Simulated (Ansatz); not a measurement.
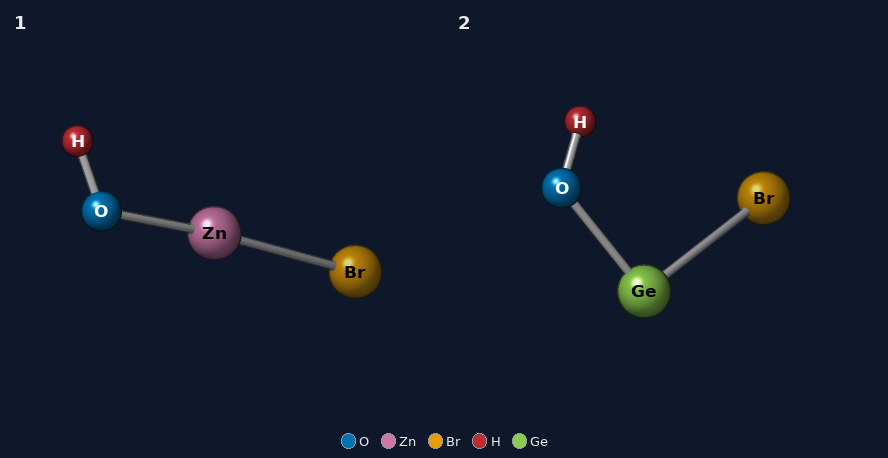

2 molecules with one skeleton, seen from the same side and at one scale. Charge 0, singlet. Computed geometries: PBE0-D4/def2-TZVP optimisations, one conformation each. Properties computed with Ansatz 0.2.0.

One atom differs, called X below: Zn in panel 1, Ge in panel 2. Their formulas are BrHOZn (`[OH][Zn][Br]`), BrGeHO (`[OH][Ge][Br]`).

> In which is the length of X–Br larger (PBE0-D4/def2-TZVP)?

In panel 2 (X = Ge).

> In which is the dipole moment larger (ωB97M-V/def2-TZVPP)?

In panel 1 (X = Zn).

Give the values. With PBE0-D4/def2-TZVP: length of X–Br (Å), length of X–O (Å), angle O–X–Br (°). With revPBE-D4/def2-TZVPP: HOMO energy (Kohn–Sham orbital) (eV), HOMO–LUMO gap (eV). With ωB97M-V/def2-TZVPP: dipole moment (D).

| quantity | 1 (Zn) | 2 (Ge) | 2 − 1 |
| --- | --- | --- | --- |
| length of X–Br (Å) | 2.221 | 2.376 | +0.155 |
| length of X–O (Å) | 1.769 | 1.771 | +0.002 |
| angle O–X–Br (°) | 176.2 | 98.8 | −77.4 |
| HOMO energy (Kohn–Sham orbital) (eV) | −6.85 | −6.71 | +0.14 |
| HOMO–LUMO gap (eV) | 4.64 | 3.61 | −1.03 |
| dipole moment (D) | 1.54 | 1.01 | −0.53 |
